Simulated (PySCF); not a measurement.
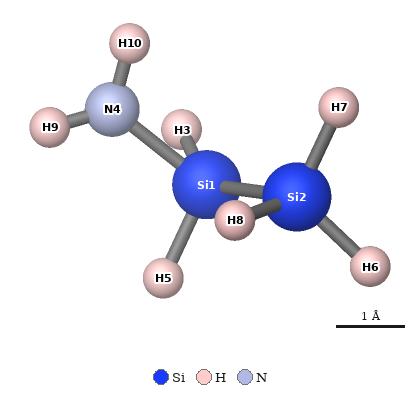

Figure 1. The input geometry (ball-and-stick view, seen at a tilt; atoms are numbered from 1 in the order of the input). Bond lengths as drawn: H–N 0.98 to 1.03 Å, H–Si 1.45 to 1.52 Å, N–Si 1.80 Å and Si–Si 2.39 Å.

# Run report: Si$_{2}$NH$_{7}$, geometry relaxation (part 1 of 2)

The run: geometry relaxation of Si$_{2}$NH$_{7}$. Method and program: RKS PBE0-D4/def2-TZVP, density fitting (PySCF 2.14.0).

The geometry is a transition state displaced along its imaginary mode. The reaction was set up to form Si1–H3 and Si1–N4 and to break H3–N4 (atoms counted from 1 in the order of the input); sticks are drawn by distance alone.

**Input file**
```python
import json, numpy as np
from pyscf import gto, scf, dft, mp, cc
EV, BOHR = 27.211386245988, 0.529177210903
mol = gto.M(atom="""
Si -0.950018 -0.104389 0.030212
Si 1.079033 -1.099897 0.811872
H -1.885654 0.045370 -1.071310
N -0.632949 1.251349 -1.103790
H -1.497877 0.578060 1.275320
H 0.897914 -2.126101 1.877811
H 1.798201 -1.725984 -0.330642
H 1.955326 -0.006019 1.349045
H -0.617472 2.205078 -0.872628
H -0.146403 0.982733 -1.965889
""", basis="def2-tzvp", charge=0, spin=0, max_memory=8670, verbose=0)
def mean_field(mol, dm=None):
    mf = dft.RKS(mol, xc="pbe0").density_fit()
    mf.conv_tol = 1e-9; mf.grids.level = 4
    mf.kernel(dm0=dm)
    if not mf.converged: mf = mf.newton().run(mf.mo_coeff, mf.mo_occ)
    assert mf.converged
    return mf
def d4(mol):
    from pyscf.dispersion.dftd4 import DFTD4Dispersion
    real = gto.M(atom=[(mol.atom_pure_symbol(i), mol.atom_coord(i)) for i in range(10)], unit='B', charge=mol.charge, spin=None, basis='def2-svp', verbose=0)
    r = DFTD4Dispersion(real, xc="pbe0", atm=True).get_dispersion(grad=True); return r["energy"], r["gradient"]
def energy_and_gradient(mol, dm=None):
    mf = mean_field(mol, dm); e, g = d4(mol)
    return mf, (mf.e_tot + e) * EV, (mf.nuc_grad_method().kernel()[:10] + g) * EV / BOHR
out = {}
# rational-function steps on a BFGS-updated Hessian; the first Hessian (eV/A^2) comes from GFN2-xTB
H = np.load("h0.npy"); x = mol.atom_coords(unit="A").ravel(); dm = old = None; trust = 0.2; steps = []
for it in range(90):
    mol.set_geom_(x.reshape(-1, 3), unit="A"); mf, e, g = energy_and_gradient(mol, dm); g = g.ravel(); dm = mf.make_rdm1()
    print(f"relax step {it + 1}: E = {e:.6f} eV, largest force component {abs(g).max():.4f} eV/A", flush=True); steps.append([e, x.reshape(-1, 3).tolist(), (-g).reshape(-1, 3).tolist()])
    if abs(g).max() < 0.008: out['converged'] = True; break
    if old is not None:
        s, z = x - old[0], g - old[1]
        if s @ z > 1e-8: H = H + np.outer(z, z) / (s @ z) - np.outer(H @ s, H @ s) / (s @ H @ s)
        trust = max(0.03, trust / 2) if e > old[2] + 1e-4 else min(0.35, trust * 1.3)
    w, V = np.linalg.eigh(H); w = np.maximum(abs(w), 0.08); f = V.T @ g; M = np.diag(np.append(w, 0.0)); M[-1, :-1] = M[:-1, -1] = f
    dx = V @ (-f / (w - np.linalg.eigvalsh(M)[0])); big = np.linalg.norm(dx.reshape(-1, 3), axis=1).max(); dx *= min(1, trust / big)
    old = (x, g, e); x = x + dx
out.update(energy=e, forces=steps[-1][2], positions=steps[-1][1], steps=steps)
out['s2'] = mf.spin_square()[0]; out['nelec'] = mol.nelec
print(f"Total energy {out['energy']:.6f} eV, <S^2> {out['s2']:.4f}")
json.dump(out, open("out.json", "w"), default=float)
```

Run on 4 threads of Arm Neoverse V1, 23 GiB of memory available, shared host.

Launched with:
```bash
OMP_NUM_THREADS=4 python run.py
```

**Log**
```
relax step 1: E = -17350.306517 eV, largest force component 2.5244 eV/A
relax step 2: E = -17351.173491 eV, largest force component 2.4332 eV/A
relax step 3: E = -17351.913674 eV, largest force component 1.1584 eV/A
relax step 4: E = -17352.294582 eV, largest force component 1.3623 eV/A
relax step 5: E = -17352.274722 eV, largest force component 3.5620 eV/A
relax step 6: E = -17352.404820 eV, largest force component 0.7380 eV/A
relax step 7: E = -17352.381472 eV, largest force component 0.9051 eV/A
relax step 8: E = -17352.459890 eV, largest force component 0.4954 eV/A
relax step 9: E = -17352.440531 eV, largest force component 0.8388 eV/A
relax step 10: E = -17352.471083 eV, largest force component 0.4239 eV/A
relax step 11: E = -17352.478098 eV, largest force component 0.1530 eV/A
relax step 12: E = -17352.475274 eV, largest force component 0.3098 eV/A
relax step 13: E = -17352.482815 eV, largest force component 0.0779 eV/A
relax step 14: E = -17352.483476 eV, largest force component 0.3479 eV/A
relax step 15: E = -17352.485070 eV, largest force component 0.1109 eV/A
relax step 16: E = -17352.485988 eV, largest force component 0.0863 eV/A
relax step 17: E = -17352.487151 eV, largest force component 0.0764 eV/A
relax step 18: E = -17352.487767 eV, largest force component 0.0781 eV/A
relax step 19: E = -17352.488463 eV, largest force component 0.0790 eV/A
relax step 20: E = -17352.489402 eV, largest force component 0.0578 eV/A
relax step 21: E = -17352.490133 eV, largest force component 0.0235 eV/A
relax step 22: E = -17352.490570 eV, largest force component 0.0728 eV/A
relax step 23: E = -17352.491027 eV, largest force component 0.0245 eV/A
relax step 24: E = -17352.491566 eV, largest force component 0.0486 eV/A
relax step 25: E = -17352.492066 eV, largest force component 0.1043 eV/A
relax step 26: E = -17352.492682 eV, largest force component 0.0396 eV/A
relax step 27: E = -17352.493055 eV, largest force component 0.0244 eV/A
relax step 28: E = -17352.493205 eV, largest force component 0.0140 eV/A
relax step 29: E = -17352.493240 eV, largest force component 0.0331 eV/A
relax step 30: E = -17352.493268 eV, largest force component 0.0152 eV/A
relax step 31: E = -17352.493285 eV, largest force component 0.0065 eV/A
```

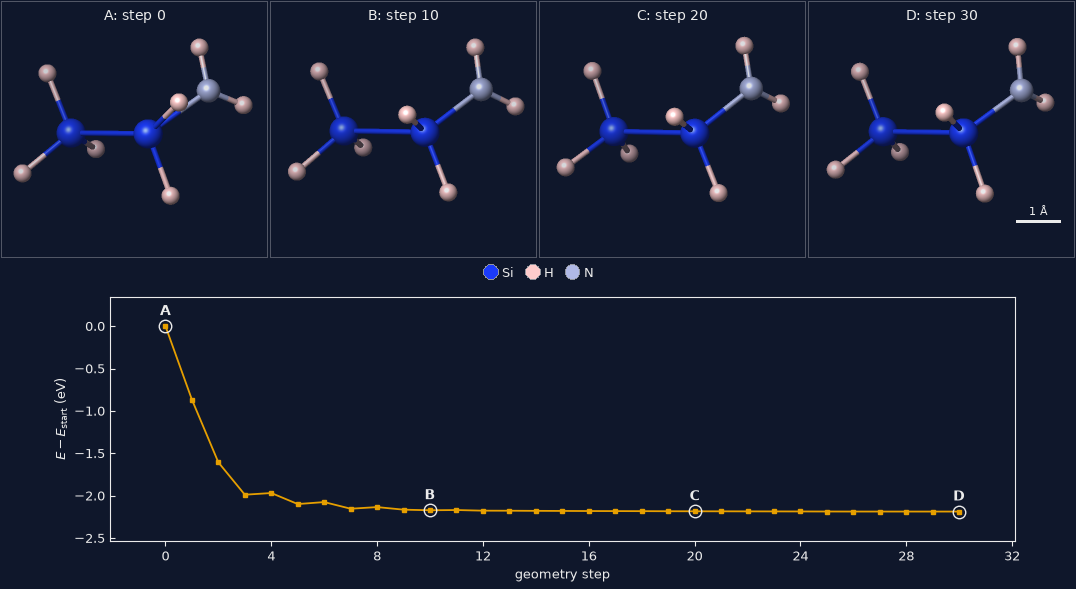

Figure 2. Frames of the relaxation (ball-and-stick view, seen at an oblique angle) above the curves, on which the letters mark them (the first geometry is step 0 here and step 1 in the log).

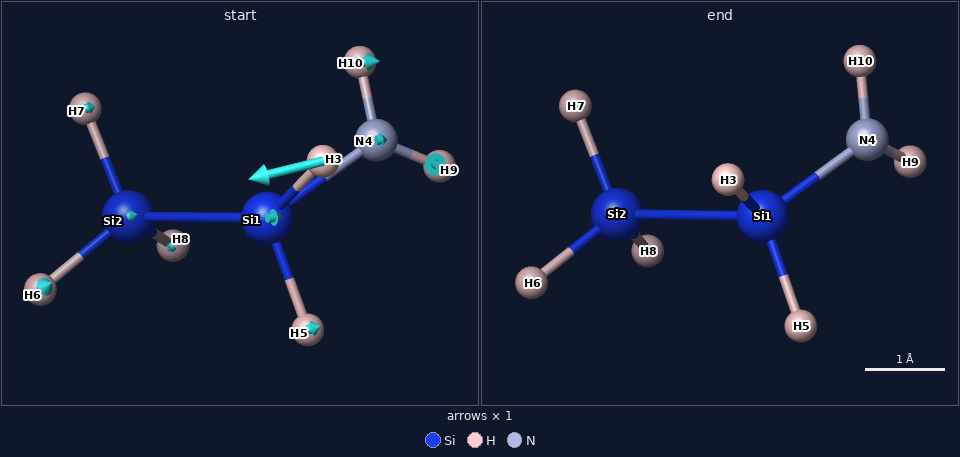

Figure 3. Before (left) and after (right) the relaxation, at one scale (ball-and-stick view, seen at an oblique angle). The teal arrows give the displacements, at true length. The energy falls by 2.187 eV in 30 geometry steps. The largest force component goes from 2.5 to 0.0065 eV/Å. The atom that moves furthest after the best rigid fit is H3 (1.00 Å). By element the largest moves are H 1.00 Å, Si 0.23 Å, N 0.16 Å. Among the contacts that change: Si1–N4 1.796 → 1.727 Å, Si1–Si2 2.391 → 2.352 Å, Si1–H3 1.453 → 1.489 Å, Si1–H5 1.522 → 1.489 Å. Among the angles that change: H3–Si1–N4 63.7° → 107.7°, Si2–Si1–H3 146.8° → 108.3°, Si1–N4–H9 126.0° → 119.0°. (Atoms are counted from 1 in the order of the input.)

```
Total energy -17352.493285 eV, <S^2> 0.0000
```

**Trajectory as extended XYZ (Å, eV, eV/Å), 31 frames, from step=1 to step=31**
```
10
Properties=species:S:1:pos:R:3:forces:R:3 step=1 energy=-17350.30652
Si   -0.9500   -0.1044    0.0302    0.5299   1.7476   0.5194
Si    1.0790   -1.0999    0.8119   -0.1846  -0.1405  -0.2589
H    -1.8857    0.0454   -1.0713   -1.6815  -2.5244  -0.1937
N    -0.6329    1.2513   -1.1038    1.3830  -0.5751  -0.3430
H    -1.4979    0.5781    1.2753    0.0063  -0.3195  -0.3784
H     0.8979   -2.1261    1.8778   -0.0406   0.0341  -0.0393
H     1.7982   -1.7260   -0.3306    0.0406  -0.0353   0.0188
H     1.9553   -0.0060    1.3490   -0.2570  -0.0480  -0.0882
H    -0.6175    2.2051   -0.8726    0.6305   1.2678   0.1909
H    -0.1464    0.9827   -1.9659   -0.4264   0.5935   0.5728
10
Properties=species:S:1:pos:R:3:forces:R:3 step=2 energy=-17351.17349
Si   -0.9176   -0.0110    0.0394   -0.0961   1.1263  -0.4476
Si    1.0646   -1.1049    0.7902   -0.2033  -0.0560  -0.1341
H    -1.9172   -0.1494   -1.0388   -0.9238  -2.4332   0.5759
N    -0.5748    1.2787   -1.0735    1.3147   0.2421  -0.2835
H    -1.5159    0.5993    1.2678   -0.0701  -0.1157  -0.0964
H     0.8784   -2.1290    1.8575   -0.0616   0.0304  -0.0461
H     1.7988   -1.7324   -0.3390    0.0176  -0.0272  -0.0373
H     1.9282   -0.0114    1.3418   -0.1745  -0.0504  -0.0686
H    -0.5884    2.2481   -0.8815    0.5113   0.8126   0.0993
H    -0.1561    1.0124   -1.9638   -0.3141   0.4715   0.4386
10
Properties=species:S:1:pos:R:3:forces:R:3 step=3 energy=-17351.91367
Si   -0.8909    0.0888    0.0149   -1.1455  -0.9185  -0.2805
Si    1.0416   -1.1055    0.7680   -0.2067   0.1549  -0.0977
H    -1.9740   -0.3954   -0.9764    0.3916  -1.0999   1.1584
N    -0.4896    1.3221   -1.0459    1.0982   1.0273  -0.8314
H    -1.5353    0.6036    1.2594   -0.0011   0.0970  -0.1115
H     0.8565   -2.1244    1.8422   -0.1233   0.0360  -0.0839
H     1.7948   -1.7351   -0.3480   -0.0020  -0.0255  -0.0512
H     1.9023   -0.0190    1.3344   -0.0739  -0.0616  -0.0466
H    -0.5522    2.3013   -0.8807    0.2644   0.4052   0.0096
H    -0.1531    1.0640   -1.9678   -0.2017   0.3852   0.3347
10
Properties=species:S:1:pos:R:3:forces:R:3 step=4 energy=-17352.29458
Si   -0.9186    0.1051    0.0070   -0.1103  -0.2353  -1.3623
Si    0.9559   -1.1410    0.7072   -0.0081   0.1040   0.1749
H    -1.9522   -0.5650   -0.9228    0.4995  -0.0273   0.7321
N    -0.2556    1.3989   -0.9401    0.1500   0.3222  -0.9464
H    -1.5926    0.6050    1.2025   -0.2339   0.2630   0.3736
H     0.7355   -2.1527    1.7819   -0.0967  -0.0151  -0.1002
H     1.7441   -1.7726   -0.3846   -0.0972  -0.0130  -0.0825
H     1.8078   -0.0679    1.2963    0.0323  -0.0304   0.0173
H    -0.4257    2.3944   -0.8047    0.0241  -0.6534   0.0724
H    -0.0986    1.1958   -1.9428   -0.1602   0.2851   1.1211
10
Properties=species:S:1:pos:R:3:forces:R:3 step=5 energy=-17352.27472
Si   -0.9126    0.1090   -0.0737   -0.4610  -0.2412  -1.1387
Si    0.9100   -1.1499    0.6772    0.1273   0.0274   0.1487
H    -2.0025   -0.6598   -0.8802    0.7989   0.3392   0.5035
N    -0.2761    1.4380   -1.0114   -2.0636   0.2387   3.5620
H    -1.6218    0.5817    1.1441    0.0923   0.3042  -0.0338
H     0.6042   -2.1903    1.7039   -0.0488   0.0110  -0.1116
H     1.7304   -1.7639   -0.4066   -0.0889   0.0056  -0.0077
H     1.7549   -0.1088    1.3374    0.0250  -0.0847   0.0000
H    -0.3772    2.3824   -0.6563    0.1353  -0.3620  -0.3257
H     0.1902    1.3613   -1.8347    1.4833  -0.2387  -2.5968
10
Properties=species:S:1:pos:R:3:forces:R:3 step=6 energy=-17352.40482
Si   -0.8947    0.0933   -0.1139   -0.6835   0.0095  -0.4088
Si    0.8989   -1.1831    0.6564    0.1541   0.0045   0.1399
H    -1.9671   -0.6746   -0.9000    0.6283   0.2207   0.2887
N    -0.3444    1.4826   -0.9878   -0.0247   0.7380   0.3583
H    -1.6082    0.5900    1.1071    0.1390   0.0752  -0.1368
H     0.5378   -2.2689    1.6228   -0.0009   0.0965  -0.1462
H     1.7158   -1.7616   -0.4484   -0.0220  -0.0153   0.0259
H     1.7440   -0.1761    1.3756   -0.0069  -0.1567  -0.0322
H    -0.3671    2.3996   -0.5331   -0.0098  -0.7234  -0.3077
H     0.2841    1.4982   -1.7791   -0.1738  -0.2488   0.2190
10
Properties=species:S:1:pos:R:3:forces:R:3 step=7 energy=-17352.38147
Si   -0.9169    0.1566   -0.0678    0.1902   0.2633   0.3606
Si    0.8490   -1.2197    0.6815   -0.1886   0.1160   0.0530
H    -1.8431   -0.5888   -0.9495   -0.2190  -0.1868   0.0918
N    -0.3325    1.5052   -0.9313    0.0960  -0.5653  -0.6498
H    -1.5701    0.8084    1.0980   -0.2320  -0.3002   0.0914
H     0.4297   -2.3056    1.6170    0.0262   0.0700  -0.0251
H     1.5541   -1.8517   -0.4629    0.0466  -0.0272  -0.0772
H     1.8065   -0.3040    1.3653    0.0305  -0.0968   0.0502
H    -0.2302    2.4347   -0.6293   -0.1031   0.9051   0.7507
H     0.2522    1.3646   -1.7214    0.3532  -0.1781  -0.6459
10
Properties=species:S:1:pos:R:3:forces:R:3 step=8 energy=-17352.45989
Si   -0.9183    0.1908   -0.0836    0.4954   0.1326   0.0740
Si    0.8231   -1.2294    0.6728   -0.0373   0.1645   0.1810
H    -1.8763   -0.5435   -0.9325   -0.1798  -0.2057  -0.0602
N    -0.2800    1.5276   -0.9655   -0.1333   0.0477   0.0742
H    -1.6166    0.7434    1.1060   -0.0587   0.0283  -0.0123
H     0.3744   -2.3263    1.5905    0.0221   0.1255  -0.1021
H     1.5425   -1.8566   -0.4691    0.0072  -0.0089  -0.0453
H     1.8139   -0.3668    1.4089   -0.1666  -0.1761  -0.0993
H    -0.1885    2.4468   -0.5721   -0.0323  -0.0121   0.1309
H     0.3243    1.4138   -1.7566    0.0831  -0.0959  -0.1412
10
Properties=species:S:1:pos:R:3:forces:R:3 step=9 energy=-17352.44053
Si   -0.8737    0.1943   -0.0539   -0.8388  -0.8120  -0.5390
Si    0.8590   -1.1815    0.6859    0.2101  -0.0668   0.1467
H    -1.8846   -0.6685   -0.8539    0.5725   0.4251   0.5338
N    -0.3652    1.4981   -1.0346    0.4607   0.6963  -0.2856
H    -1.5792    0.7823    1.1114   -0.0288   0.0426   0.0538
H     0.4028   -2.2799    1.5895   -0.0143   0.0704  -0.0461
H     1.5723   -1.8086   -0.4645   -0.0195   0.0271  -0.0042
H     1.8489   -0.3398    1.4264   -0.0322  -0.0817  -0.0217
H    -0.2752    2.4140   -0.6072    0.0090  -0.2992  -0.1902
H     0.2931    1.3891   -1.8016   -0.3184  -0.0018   0.3524
10
Properties=species:S:1:pos:R:3:forces:R:3 step=10 energy=-17352.47108
Si   -0.8839    0.1712   -0.0743   -0.4239  -0.0616  -0.0490
Si    0.8578   -1.1947    0.6665    0.0574  -0.0916  -0.0890
H    -1.8800   -0.6190   -0.8781    0.2013   0.0321   0.1137
N    -0.3224    1.5181   -0.9777   -0.0885   0.2821   0.1400
H    -1.6178    0.7221    1.1028    0.0741   0.0010  -0.0289
H     0.4174   -2.2856    1.5716   -0.0529  -0.0738   0.0390
H     1.5700   -1.8101   -0.4916   -0.0054   0.0118   0.0198
H     1.8288   -0.3462    1.3982    0.1061   0.0554   0.0733
H    -0.2489    2.4284   -0.5461    0.0440  -0.2082  -0.1403
H     0.2779    1.4152   -1.7744    0.0879   0.0524  -0.0787
10
Properties=species:S:1:pos:R:3:forces:R:3 step=11 energy=-17352.47810
Si   -0.8831    0.1952   -0.0793   -0.0594   0.0394   0.0544
Si    0.8378   -1.2227    0.6713    0.0343  -0.0008   0.1404
H    -1.8620   -0.5869   -0.8880    0.0398  -0.0494   0.0103
N    -0.3115    1.5444   -0.9811   -0.0152   0.1401   0.0270
H    -1.6043    0.7536    1.0974    0.0146  -0.0017   0.0065
H     0.3470   -2.3430    1.5404    0.0421   0.1438  -0.1199
H     1.5595   -1.8180   -0.4905    0.0013   0.0002   0.0210
H     1.8246   -0.4106    1.4557   -0.0945  -0.1124  -0.0711
H    -0.2078    2.4543   -0.5594   -0.0108  -0.1530   0.0023
H     0.2992    1.4324   -1.7703    0.0479  -0.0065  -0.0711
```
